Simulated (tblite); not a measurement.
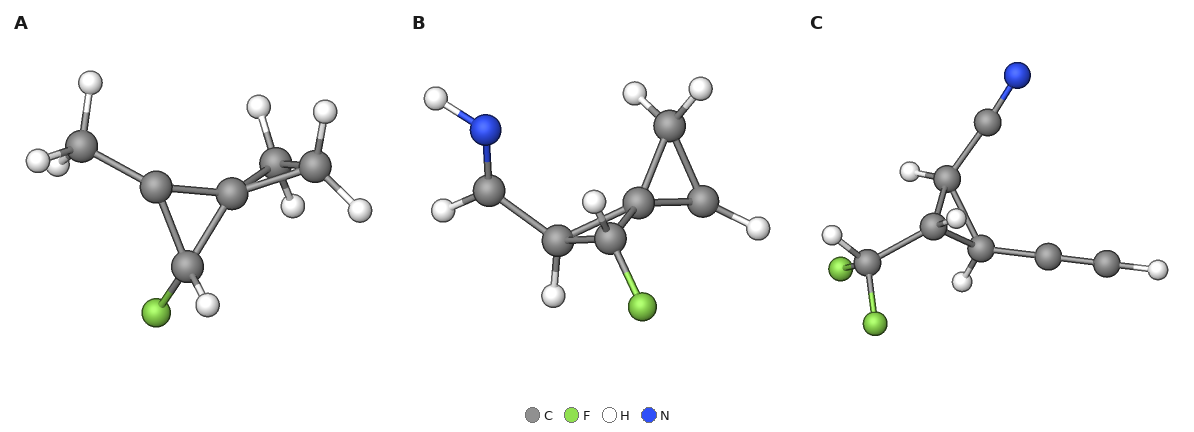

The picture comes from a calculation with tblite.

### Which panel belongs to which SMILES?
(1) C[C]1[C@@H](F)C12CC2
(2) [CH+]=[C][C@@H]1[C@H](C#N)[C@H]1C(F)F
(3) [H]/N=C/[C@@H]1[C@@H](F)[C@@]12[CH]C2

A is (1), B is (3), C is (2).
